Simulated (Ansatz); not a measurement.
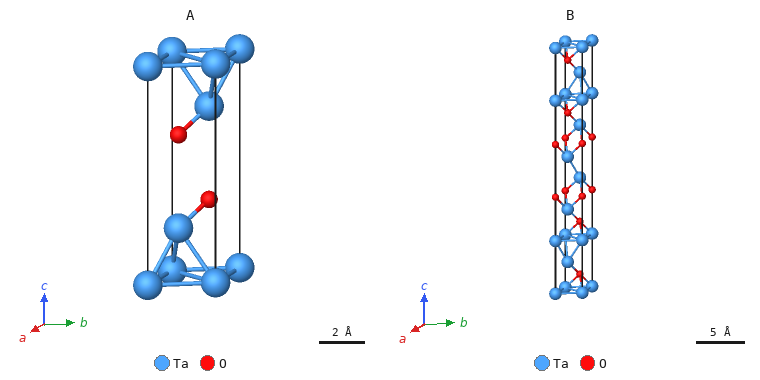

Two structures of Ta3O2, each relaxed to rest (conventional cells in solid outline, small ones repeated, not to one scale). Method: Ansatz 0.2.0, DFT PBE, scalar-relativistic, plane waves, PAW, without spin polarisation.

Question: Describe A and B.

Answer: A: 5 atoms a cell on a primitive hexagonal lattice, P-3m1. B: 15 atoms a cell on a rhombohedral (trigonal R) lattice, R-3m.

Question: Which of the two does the method prefer?

Answer: A is lower, by 379 meV/atom at this level of theory (energies at zero smearing). Volumes: A 16.5, B 12.7 Å³/atom.

One or both may be structure types tried for this composition rather than known phases.
